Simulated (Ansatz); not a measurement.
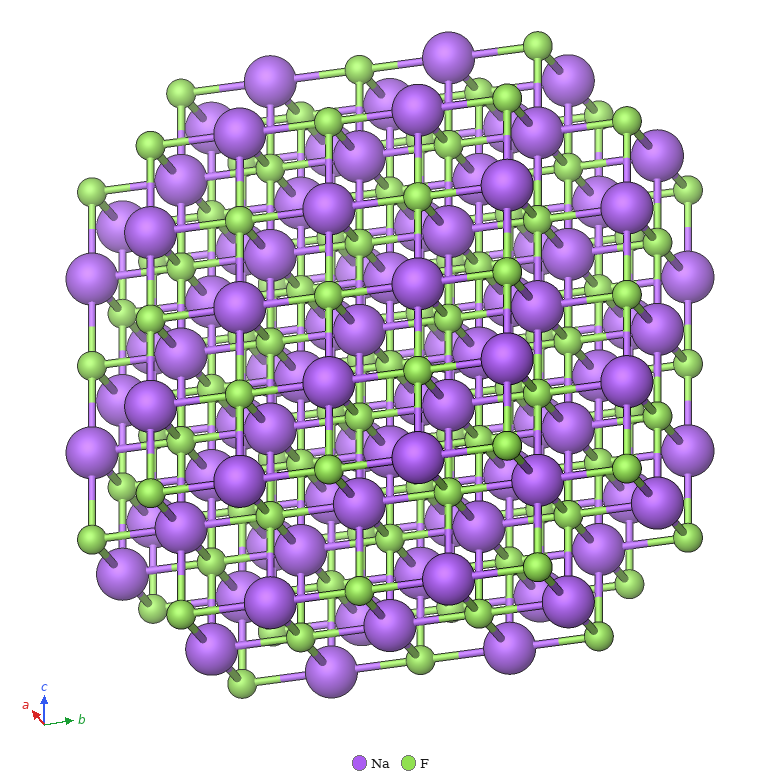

NaF (space group Fm-3m, No. 225): the geometry relaxed with DFT, PBEsol, plane waves, PAW in Ansatz.

Bonds are taken as F–Na below 2.6 Å; no other contact counts. Atoms with one bond or none are removed and atoms with two bonds are replaced by edges, until no such atom is left.

What kind of net remains, and which atoms are its nodes?

Answer. A uninodal 6-connected, three-periodic net: Na and F are 6-connected nodes.

Does the net have a name?

Answer. It is the pcu net, known from NaCl, ReO3 and the B-X framework of perovskite.

Is the net interpenetrated?

Answer. It is a single net, without interpenetration.

Give the first six terms of the coordination sequence (nodes one, two, three … edges away).

Answer. Na and F: 6, 18, 38, 66, 102, 146.

Give the point symbol of each node (shortest cycle at each angle).

Answer. Na and F: 4^12.6^3.
